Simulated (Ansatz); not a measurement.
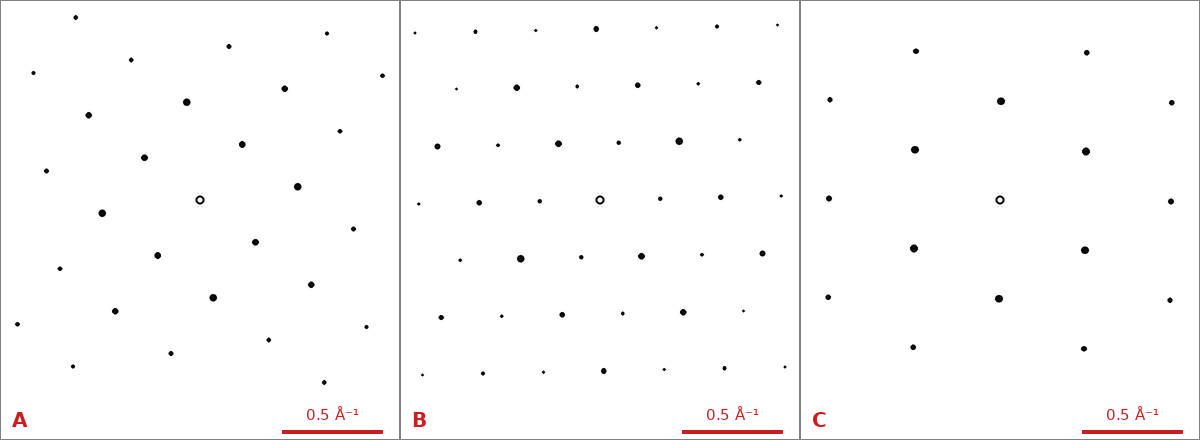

Simulated selected-area electron diffraction patterns (120 kV, kinematic approximation, thin crystal, B = 0.5 Å² for all atoms).

All three come from GeOs2, space group Fm-3m (No. 225), a = 5.731 Å. Structure: coordinates from a relaxation with Ansatz 0.2.0, DFT PBEsol, scalar-relativistic, plane waves, PAW; the starting structure was generated, so it need not be a known form of this composition.

### Assign the zone axes [001], [110], [111] to A, B and C.

A is [001]: square net of 2 0 0 at d = 2.87 Å and 0 2 0 at d = 2.87 Å, at 90.0°. B is [110]: centred rectangular net of -1 1 -1 at d = 3.31 Å and -1 1 1 at d = 3.31 Å, at 70.5°. C is [111]: hexagonal net of -2 2 0 at d = 2.03 Å and -2 0 2 at d = 2.03 Å, at 60.0°.
